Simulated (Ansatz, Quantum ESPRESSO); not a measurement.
# Evanescent states of CdTe, zinc blende type, lattice constant set to 6.325 Å, part 3 of 3

Wanted: the complex band structure of CdTe, zinc blende type, lattice constant set to 6.325 Å, as for a tunnel barrier.

Quantum ESPRESSO 7.5; plane-wave DFT, LDA, GBRV ultrasoft pseudopotentials; cross-check by Ansatz 0.2.0 with PAW datasets.

So far. Step 2 (SCF with pw.x): The run needed 11 iterations to bring the estimated error under 1e-09 Ry.

## (3) Complex bands with pwcond.x (continued)

Level of this step: complex band structure by pwcond; plane-wave DFT, LDA, GBRV ultrasoft pseudopotentials (Quantum ESPRESSO).

The program's own clock; routines nest. Time by routine:

```
     routine  wall time (s)  calls
      PWCOND          530.4      1
scatter_forw          316.6    168
      compbs          207.8    168
    compbs_2          199.6    168
       local           5.18      4
        init            0.8      1
       poten           0.14      1
```

## (4) Complex band structure, with epsproj = 0.001

A sensitivity test on the input.

Input file cbs.w.in:

```
&inputcond
  outdir = './out'
  prefixl = 'scf'
  band_file = 'cbs.w'
  ikind = 0
  ewind = 4.0
  epsproj = 0.001
  nz1 = 7
  energy0 = 4.93
  denergy = -0.17
/
4
  0.00000000 0.00000000 1.00000000
  0.50000000 0.00000000 1.00000000
  0.50000000 0.50000000 1.00000000
  0.25000000 0.00000000 1.00000000
42
```

The run is started by

```sh
> OMP_NUM_THREADS=1 mpirun -n 2 pwcond.x -in cbs.w.in > cbs.w.out
```

Numbers of over 12 decimals in the logs are rounded to 6 here.

Output:

```text
[banner, memory and clock lines left out]
Program PWCOND v.7.5 starts
[citation notice left out]

[...]
./out/scf.save/

[...]
negative rho (up, down):  3.856E-02 0.000E+00
     Reading collected, re-writing distributed wavefunctions

===== INPUT FILE containing the left lead =====

     GEOMETRY:

     lattice parameter (alat)  =       8.4517  a.u.
     the volume                =     853.7844 (a.u.)^3
     the cross section         =      71.4313 (a.u.)^2
     l of the unit cell        =       1.4142 (alat)
     number of atoms/cell      =            4
     number of atomic types    =            2

     crystal axes: (cart. coord. in units of alat)
               a(1) = (  1.0000  0.0000  0.0000 )
               a(2) = (  0.0000  1.0000  0.0000 )
               a(3) = (  0.0000  0.0000  1.4142 )

   Cartesian axes

     site n.     atom                  positions (alat units)
          1        Cd     tau(  1)=(  0.0000  0.0000  1.4142  )
          2        Te     tau(  2)=(  0.5000  0.0000  0.3536  )
          3        Cd     tau(  3)=(  0.5000  0.5000  0.7071  )
          4        Te     tau(  4)=(  0.0000  0.5000  1.0607  )

     nr1s                      =           36
     nr2s                      =           36
     nr3s                      =           50
     nr1sx                     =           36
     nr2sx                     =           36
     nr3sx                     =           50
     nr1                       =           40
     nr2                       =           40
     nr3                       =           54
     nr1x                      =           40
     nr2x                      =           40
     nr3x                      =           54

 _______________________________
  Radii of nonlocal spheres:

     type       ibeta     ang. mom.          radius (alat units)
       Cd         1         0                    0.2779
       Cd         2         0                    0.2779
       Cd         3         1                    0.2779
       Cd         4         1                    0.2779
       Cd         5         2                    0.2779
       Cd         6         2                    0.2779
       Te         1         0                    0.3133
       Te         2         0                    0.3133
       Te         3         1                    0.3133
       Te         4         1                    0.3133
       Te         5         2                    0.3133
----- General information -----

----- Complex band structure calculation -----

     nrx                       =           36
     nry                       =           36
     nz1                       =            7

     energy0               =         4.9E+00
     denergy               =        -1.7E-01
     nenergy               =         42
     ecut2d                =         4.0E+01
     ewind                 =         4.0E+00
     epsproj               =         1.0E-03

     number of k_|| points=    4
                       cryst. coord.
        k(    1) = (   0.0000000   0.0000000), wk =   0.2500000
        k(    2) = (   0.5000000   0.0000000), wk =   0.2500000
        k(    3) = (   0.5000000   0.5000000), wk =   0.2500000
        k(    4) = (   0.2500000   0.0000000), wk =   0.2500000
----- Information about left lead -----

     nocros                   =           18
     noins                    =           44
     norb                     =           80
     norbf                    =           80
     nrz                      =           50

      iorb      type   ibeta   ang. mom.   m       position (alat)
        1        1       1        0        1   taunew(   1)=(  0.0000  0.0000  0.0000)
        2        1       2        0        1   taunew(   2)=(  0.0000  0.0000  0.0000)
[...]
80        1       6        2        5   taunew(  80)=(  0.0000  0.0000  1.4142)
    k slab    z(k)  z(k+1)     crossing(iorb=1,norb)
    1   0.0000 0.0283 0.0283   11111111111111111100000000000000000000000000000000000000000000000000000000000000
    2   0.0283 0.0566 0.0283   11111111111111111111111111111110000000000000000000000000000000000000000000000000
[...]
50   1.3859 1.4142 0.0283   00000000000000000000000000000000000000000000000000000000000000111111111111111111
 ngper, shell number =          225          33
 ngper, n2d =          225          98
---  E-Ef =    4.9300000  k =    0.0000000   0.0000000
---  ie =          1  ik =          1
 Nchannels of the left tip =            2
 Right moving states:
   k1(2pi/a)   k2(2pi/a)   E-Ef (eV)
   0.2208272   0.0000000   4.9300000
   0.2210847   0.0000000   4.9300000
 Left moving states:
   k1(2pi/a)   k2(2pi/a)   E-Ef (eV)
  -0.2208273   0.0000000   4.9300000
  -0.2210847   0.0000000   4.9300000

---  E-Ef =    4.7600000  k =    0.0000000   0.0000000
---  ie =          2  ik =          1
 Nchannels of the left tip =            2
 Right moving states:
   k1(2pi/a)   k2(2pi/a)   E-Ef (eV)
   0.1786469   0.0000000   4.7600000
   0.1789478   0.0000000   4.7600000
 Left moving states:
   k1(2pi/a)   k2(2pi/a)   E-Ef (eV)
  -0.1786470   0.0000000   4.7600000
  -0.1789478   0.0000000   4.7600000
[... further energies and points left out ...]
---  E-Ef =   -1.8700000  k =    0.2500000   0.0000000
---  ie =         41  ik =          4
 Nchannels of the left tip =            1
 Right moving states:
   k1(2pi/a)   k2(2pi/a)   E-Ef (eV)
   0.3713935   0.0000000  -1.8700000
 Left moving states:
   k1(2pi/a)   k2(2pi/a)   E-Ef (eV)
  -0.3713941   0.0000000  -1.8700000

---  E-Ef =   -2.0400000  k =    0.2500000   0.0000000
---  ie =         42  ik =          4
 Nchannels of the left tip =            1
 Right moving states:
   k1(2pi/a)   k2(2pi/a)   E-Ef (eV)
   0.3352835   0.0000000  -2.0400000
 Left moving states:
   k1(2pi/a)   k2(2pi/a)   E-Ef (eV)
  -0.3352841   0.0000000  -2.0400000

[...]
```

Elapsed: 1.9 min, on 2 MPI ranks of Intel Xeon Platinum 8488C (Sapphire Rapids), shared host; peak memory 0.15 GiB; 3.8 min of CPU time.

The changed values were drawn from a wide range, not chosen for quality; the comparison shows what they did here together.

Beside the run it was changed from:

| quantity | this run | unchanged run | difference |
| --- | --- | --- | --- |
| peak of the smallest κ at the zone centre (Å⁻¹) | 0.052 | 0.052 | 0 |
| peak of the smallest κ at (1/2, 0) (Å⁻¹) | 0.185 | 0.185 | 0 |
| wall time (s) | 115 | 531 |  |

The physical values in this table stay within 0.05 %.

## (5) The same in Ansatz

A second code with its own PAW datasets, on the same atoms.

Level of this step: plane-wave DFT, LDA, Ansatz PAW (Ansatz 0.2.0).

Input file input.yaml:

```yaml
crystal:
  lattice:
    - [4.472450391, 0.0, 0.0]
    - [0.0, 4.472450391, 0.0]
    - [0.0, 0.0, 6.325]
  atoms:
    - { symbol: Cd, position: [0.0, 0.0, 0.0] }
    - { symbol: Te, position: [0.5, 0.0, 0.25] }
    - { symbol: Cd, position: [0.5, 0.5, 0.5] }
    - { symbol: Te, position: [0.0, 0.5, 0.75] }
kpoints:
  mp_grid: { grid: [6, 6, 4] }
hamiltonian:
  xc: lda
scf:
  occupations: { method: fixed }
  convergence: { dr2_threshold: 1.0e-09 }
output:
  transmission:
    leads: [[0, 0]]
    kpoints: [[0, 0], [0.5, 0], [0.5, 0.5], [0.25, 0]]
    e_range: [-2.04, 4.93]
    de: 0.17
```

The run is started by

```sh
> ansatz run input.yaml --threads 2 --pin off --max-ram 4096MiB --backend cpu --events-out ev --progress --plain --runs-dir out
```

Output:

```text
Engine: ansatz 0.2.0, x86_64-unknown-linux-gnu
Pseudopotentials: kind: paw
Pseudopotential: Cd, paw, valence charge 20, recommended cutoff 420 eV (normal), Cd.paw.azcp
Pseudopotential: Te, paw, valence charge 16, recommended cutoff 420 eV (normal), Te.paw.azcp
Functional definition: SPW92
  exchange = slater_x
  correlation = pw_c
Crystal: 4 atoms, lattice volume = 126.518 Å³
Basis set: ecut = 420 eV, 2477 PW (Γ)
Bands: 44, of which v1, the nominal top of the filled ones, is band 36 counted from 1 (35 counted from 0)
Symmetry: 16 space group operations
Space group: F-43m (ITA 216), of the structure as read, at distance tolerance 5.0e-5 Å
k-points: 30 of 144 (time reversal used)
Non-local potential: Cd, projectors of the file, l = 0: 3, l = 1: 2, l = 2: 2, l = 3: 1
Non-local potential: Te, projectors of the file, l = 0: 2, l = 1: 2, l = 2: 2, l = 3: 2
PAW form: soft (Blöchl's): semilocal exchange-correlation on the pseudo side does not see the compensation charge
PAW frozen core: Cd, regenerated for the run's functional, and the local potential with it (the file was generated under x = pbe(κ = 0.804, μ = 0.219515), c = pbe(β = 0.066725))
PAW frozen core: Te, regenerated for the run's functional, and the local potential with it (the file was generated under x = pbe(κ = 0.804, μ = 0.219515), c = pbe(β = 0.066725))
PAW one-centre angular grid: Cd, 590 points (default); XC on 64 Gauss nodes
PAW one-centre angular grid: Te, 590 points (default); XC on 64 Gauss nodes
Initial density: superposition of atomic densities (neutral atoms: chi_scale 0, normalization atom), corrected by the library's trained network
Initial wavefunctions: pseudopotential atomic-orbital guess
Functional: x = slater, c = lda
SCF iter   1: F=—  HF=-29891.600140 eV  |F-HF|=—  |Δ(HF+E_count)|=         —  Δρ=6.47e-3  dr2=3.69e-2  ethr=1.77e-3  ⟨swp⟩=5.0  Hψ=4182  notcnv=0  defer=176
preconditioner: auto → Resta (q_TF=auto, 2.484 Å⁻¹)  ε∞=3.9  [insulator: Δε(μ)=0.698 eV  Ē_g=11.570 eV  n_scr=36 (ndim 8)  ℏωp=19.8 eV  f_vac=0.170  ε∞_Penn≈3.9]
SCF iter   2: F=—  HF=-29891.588441 eV  |F-HF|=—  |Δ(HF+E_count)|=   1.17e-2  Δρ=2.61e-3  dr2=6.63e-3  ethr=5.12e-5  ⟨swp⟩=2.1  Hψ=2180  notcnv=0  defer=180
SCF iter   3: F=—  HF=-29891.587279 eV  |F-HF|=—  |Δ(HF+E_count)|=   1.16e-3  Δρ=8.04e-4  dr2=7.08e-4  ethr=9.21e-6  ⟨swp⟩=2.4  Hψ=1850  notcnv=0  defer=180
SCF iter   4: F=—  HF=-29891.587281 eV  |F-HF|=—  |Δ(HF+E_count)|=   2.21e-6  Δρ=1.87e-4  dr2=6.56e-5  ethr=9.83e-7  ⟨swp⟩=1.9  Hψ=1916  notcnv=0  defer=172
SCF iter   5: F=—  HF=-29891.587294 eV  |F-HF|=—  |Δ(HF+E_count)|=   1.30e-5  Δρ=6.38e-5  dr2=7.22e-6  ethr=9.11e-8  ⟨swp⟩=2.3  Hψ=1654  notcnv=0  defer=123
SCF iter   6: F=—  HF=-29891.587297 eV  |F-HF|=—  |Δ(HF+E_count)|=   2.43e-6  Δρ=1.30e-5  dr2=2.52e-7  ethr=1.00e-8  ⟨swp⟩=2.0  Hψ=1421  notcnv=0  defer=110
SCF iter   7: F=—  HF=-29891.587303 eV  |F-HF|=—  |Δ(HF+E_count)|=   5.87e-6  Δρ=2.57e-6  dr2=8.92e-9  ethr=3.51e-10  ⟨swp⟩=2.1  Hψ=2067  notcnv=0  defer=86
SCF iter   8: F=-29891.587303 eV  HF=-29891.587303 eV  |F-HF|=1.46e-11  |Δ(HF+E_count)|=   4.03e-9  Δρ=6.01e-7  dr2=7.15e-10  ethr=1.39e-12  ⟨swp⟩=11.2  Hψ=5815  notcnv=0
SCF 1 converged in 8 iterations: F = -29891.587303 eV  dr2 = 7.15e-10
  greatest PAW one-centre occupation: 1.000 electrons in one spin orbital (limit 2), on the Cd atom at site 2 (counted from 0), in its partial waves of l = 0
transmission: 8 of 32 steps passed
transmission: 16 of 32 steps passed
transmission: 24 of 32 steps passed
transmission: 32 of 32 steps passed
SCF converged after 8 iterations
Free energy (F): -29891.587303 eV
Harris-Foulkes:  -29891.587303 eV  (|F-HF|=1.46e-11)
Internal energy: -29891.587303 eV  (E = F + TS)
E sigma→0 (E₀):  -29891.587303 eV
Fermi energy:    8.222566 eV
--- Per-component energies (eV) ---
  E_band       = -1537.782635
  E_kinetic    = 1377.040345
  E_local      = -10540.810080  (includes V_loc(G=0)·N_el)
  E_nonlocal   = -527.867984
  E_hartree    = 5328.322500
  E_xc         = -600.250919
  E_vxc        = -654.561834  (∫ρ·V_xc dr)
  E_paw        = -16915.127076  (= ΣΔE_a)
  E_vpaw       = -1848.226041  (= ΣTr[D̂ρ^β])
  E_aug_tail   = -0.000398  (compensation charges beyond the density's cutoff)
  E_ewald      = -8015.784152
  E_core_change = 2.890460  (= ΣΔE_core)
  E_smearing   = -0.000000  (= −TS)
  E_closure    = -0.000000  (closes the sum)
  Σ components = -29891.587303   (vs F -29891.587303, Δ=0.00e0)
--- Band table (eV; the first three rows and the last of 30) ---
  k-point 0: bands = [... 32 lower, 6.0764, 8.2219, 8.2226, 8.2226, 8.9554, 10.5161, 10.7558, 12.7044, ... 4 higher]
  k-point 1: bands = [... 32 lower, 6.3145, 6.8678, 7.7786, 7.7786, 10.3275, 10.6113, 11.0797, 12.0249, ... 4 higher]
  k-point 2: bands = [... 32 lower, 6.9595, 6.9595, 6.9595, 6.9595, 11.0760, 11.0760, 11.4144, 11.4144, ... 4 higher]
  k-point 29: bands = [... 32 lower, 5.5698, 5.5698, 5.6638, 5.6638, 12.6277, 12.6277, 12.7696, 12.7696, ... 4 higher]
--- Transmission ---
  basis      : 177 plane waves across, 8 finite elements along
  points     : 4, as listed
  energies   : 42 from -2.040000 to 4.930000 eV about the Fermi level, 0.170000 eV apart; the leads are filled to 0.366441 eV, and channels, transmission and decay are at 0.340000 eV
  crystal 0  : Te2Cd2, at the sites [0, 0], period 6.3250 Å: whole cells are its period
    offset         : up to 0.0000 Å between an atom of the period and one for which it stands
    channels       : 0.000000e0 a spin
    conductance    : none, the energies end too early or step too widely for 300 K: set another output.transmission.e_range or a lower de, or, where they end at an eighth of basis.ecutwfc, a higher one
    slowest decay  : 0.0525 /Å at (0.0000, 0.0000)
```

Elapsed: 22 s, on 2 threads; peak memory 0.67 GiB; 43 s of CPU time.

Read from the output:

- free energy: -29891.5873 eV
- gap by band count: 0.7329 eV
- symmetry operations: 16
- slowest decay at the grid energy nearest mid-gap: 0.0525 Å⁻¹
- peak of the smallest κ at the zone centre: 0.05248 Å⁻¹
- peak of the smallest κ at (1/2, 0): 0.1875 Å⁻¹
- peak of the smallest κ at (1/4, 0): 0.1872 Å⁻¹
- valence top, on the run's zero: 8.223 eV

K across = (0, 0) in the cell's reciprocal vectors; values within 0.0025 1/Å of each other count once, columns are sorted by size at each energy, a dash where no further value was kept. The Im kz of the slowest decaying states by energy, zero at the highest filled level of the SCF mesh:

```
energy (eV)  decay 1 (Å⁻¹)  decay 2 (Å⁻¹)  decay 3 (Å⁻¹)
     -2.040           1.09           1.35              -
     -1.530           1.02           1.33              -
     -1.020          0.946           1.30              -
     -0.510          0.863           1.27              -
      0.000        0.00238          0.776              -
      0.510         0.0483          0.223          0.683
      1.020          0.287          0.579           1.16
      1.530          0.317          0.456           1.13
      2.040          0.280          0.327           1.09
      2.550          0.320           1.05              -
      3.060         0.0426          0.297           1.01
      3.570          0.159          0.254          0.963
      4.080          0.179          0.207          0.919
      4.420         0.0724          0.220          0.888
```

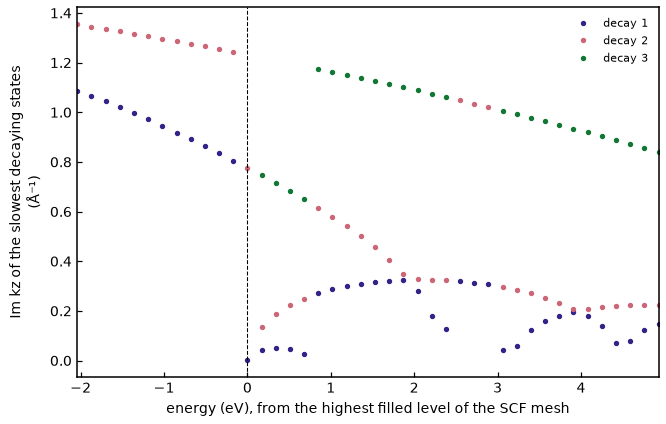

Im kz of the slowest decaying states, plotted against energy.

K across = (0, 0) in the cell's reciprocal vectors. The Re kz of states that move upwards by energy, zero at the highest filled level of the SCF mesh:

```csv
energy (eV),channel 1 (Å⁻¹),channel 2 (Å⁻¹),channel 3 (Å⁻¹)
-2.04,-0.357,0.165,0.165
-1.70,-0.303,0.344,0.344
-1.19,-0.474,-0.474,-0.223
-0.85,-0.372,-0.372,-0.169
-0.34,-0.213,-0.213,-0.0873
0.00,-,-,-
0.34,-,-,-
0.85,0.0452,-,-
1.19,0.106,-,-
1.70,0.185,-,-
2.04,0.238,-,-
2.55,0.0497,0.326,0.359
2.89,-0.479,0.264,0.410
3.23,-0.412,-,-
3.74,-0.264,-,-
4.08,-0.177,-,-
4.59,0.0977,0.0977,-
4.93,0.205,0.205,-
```

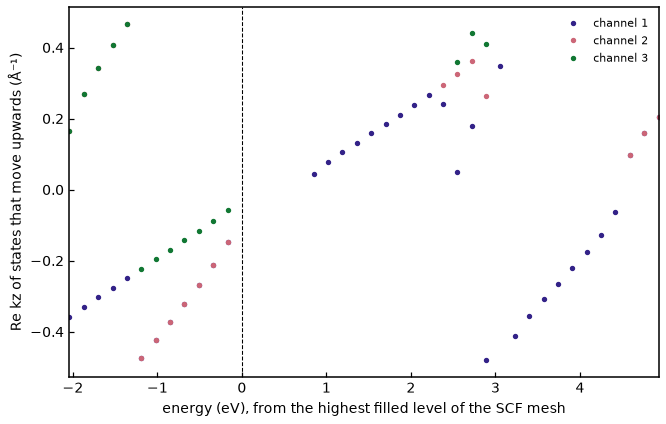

Re kz of states that move upwards, plotted against energy.

K across = (1/2, 0) in the cell's reciprocal vectors; values within 0.0025 1/Å of each other count once, columns are sorted by size at each energy, a dash where no further value was kept. The Im kz of the slowest decaying states by energy, zero at the highest filled level of the SCF mesh:

```csv
energy (eV),decay 1 (Å⁻¹),decay 2 (Å⁻¹),decay 3 (Å⁻¹)
-2.04,0.845,-,-
-1.70,0.762,1.33,-
-1.19,0.555,1.20,-
-0.85,0.0519,0.303,1.13
-0.34,0.155,0.603,1.05
0.00,0.179,0.647,0.991
0.34,0.187,0.666,0.938
0.85,0.177,0.672,0.859
1.19,0.151,0.666,0.807
1.70,0.0264,0.646,0.727
2.04,0.627,0.672,-
2.55,0.583,0.590,-
2.89,0.516,0.560,-
3.23,0.0890,0.438,0.525
3.74,0.261,0.461,1.46
4.08,0.230,0.407,1.42
4.59,0.135,0.298,1.37
4.93,0.179,1.33,1.46
```

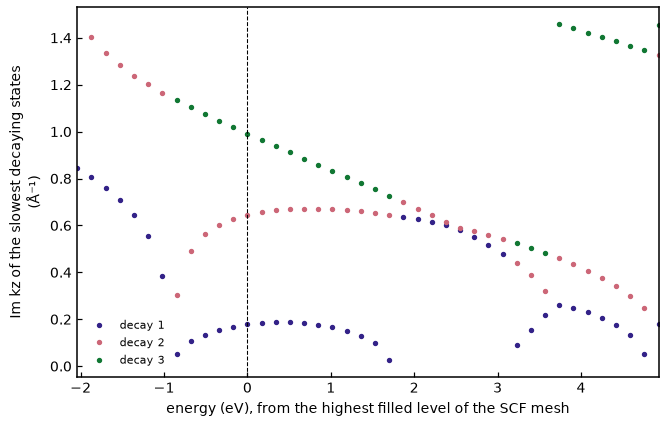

Im kz of the slowest decaying states against energy.

K across = (1/2, 1/2) in the cell's reciprocal vectors; values within 0.0025 1/Å of each other count once, columns are sorted by size at each energy, a dash where no further value was kept. Im kz of the slowest decaying states against energy, zero at the highest filled level of the SCF mesh:

```csv
energy (eV),decay 1 (Å⁻¹),decay 2 (Å⁻¹),decay 3 (Å⁻¹)
-2.040,0.133,0.143,-
-1.530,0.271,0.282,-
-1.020,0.320,0.325,-
-0.510,0.337,1.50,-
0.000,0.332,0.338,1.48
0.510,0.312,0.324,1.46
1.020,0.277,0.297,1.43
1.530,0.224,0.254,1.41
2.040,0.134,0.186,1.38
2.550,1.36,-,-
3.060,1.33,-,-
3.570,1.30,-,-
4.080,1.26,-,-
4.420,0.0197,1.24,1.48
```

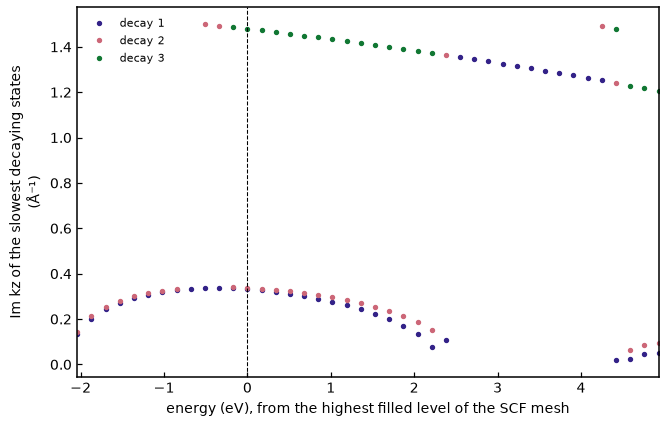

Im kz of the slowest decaying states, plotted against energy.

K across = (1/4, 0) in the cell's reciprocal vectors; values within 0.0025 1/Å of each other count once, columns are sorted by size at each energy, a dash where no further value was kept. The Im kz of the slowest decaying states by energy, zero at the highest filled level of the SCF mesh:

```
energy (eV)  decay 1 (Å⁻¹)  decay 2 (Å⁻¹)  decay 3 (Å⁻¹)
     -2.040         0.0869           0.28           1.26
     -1.530          0.125           1.23           1.24
     -1.020         0.0708           1.07           1.19
     -0.510          0.945           1.15           1.21
      0.000          0.154          0.200          0.844
      0.510          0.185          0.336          0.750
      1.020          0.182          0.405          0.655
      1.530          0.141          0.447          0.551
      2.040          0.426          0.470          0.862
      2.550          0.106          0.225          0.481
      3.060          0.138          0.151          0.478
      3.570          0.147          0.186          0.458
      4.080          0.102          0.156          0.396
      4.420          0.265          0.308          0.519
```

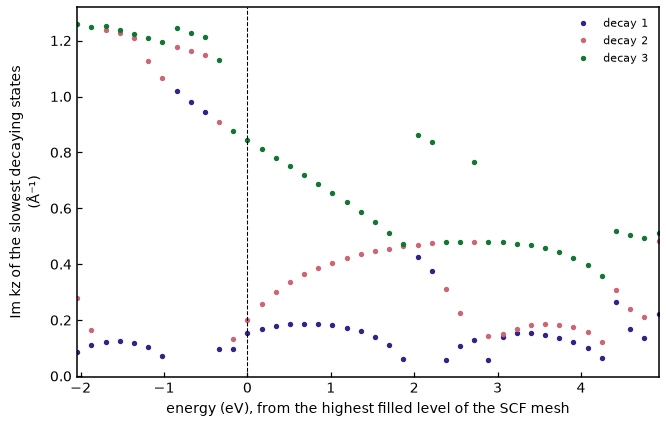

Im kz of the slowest decaying states, plotted against energy.

## (6) Worked from the printed numbers

T falls as exp(−2κd). With κ = 0.051 1/Å, 10 Å of barrier pass exp(−2 × 0.051 × 10) = 0.36 of that channel, interfaces aside.

## (7) Outcome

| Quantity | Value |
| --- | --- |
| gap on the SCF mesh | 0.72 eV |
| smallest κ at mid-gap among the four k points, at the zone centre | 0.051 Å⁻¹ |
| peak of the smallest κ in the stop band at the zone centre | 0.052 Å⁻¹ |
| peak of the smallest κ in the stop band at (1/2, 0) | 0.185 Å⁻¹ |
| peak of the smallest κ in the stop band at (1/4, 0) | 0.185 Å⁻¹ |
| energy of the peak at the zone centre, over the highest filled level | 0.34 eV |
| peak at the zone centre by Ansatz | 0.052 Å⁻¹ |

With a gap of 0.72 eV on the mesh, the smallest κ at mid-gap among the four k points, at the zone centre is 0.051 Å⁻¹ (LDA, GBRV ultrasoft). For a barrier with the Fermi level at mid-gap the slowest state found, at the zone centre, loses a factor of ten in probability every 22 Å or so. Stop bands away from the zone centre are mostly wider than the gap, so their peaks can lie above the conduction bottom. At the zone centre pwcond's peak is 0.052 and Ansatz's 0.052 1/Å, 1 % apart. The gap holds only 4 points of the energy grid, so peaks are resolved roughly. The cell is the a/√2 one, turned by 45°, with two primitive cells, so X along [001] folds onto kz = 0. A semilocal gap is too small, often by a third to a half and by more in narrow-gap crystals, so real barriers decay faster. Spin-orbit coupling is left out; depending on the atoms that carry the levels of interest, it can split and shift them by tens to hundreds of meV.

[Logs are printed without paths, hosts, clocks, repeated set-up lines and the standing remarks that a program may print on its own settings, such as how far it seeks lower states.]

[Hosts, paths, dates, database ids (printed as entryN), source tags and the programs' standing remarks are cut or masked in the printed files.]

[Maps of the electrostatic potential energy from Ansatz leave out the sawtooth potential of an applied field or a dipole correction, so their vacuum need not be flat; planar profiles and work functions include it.]
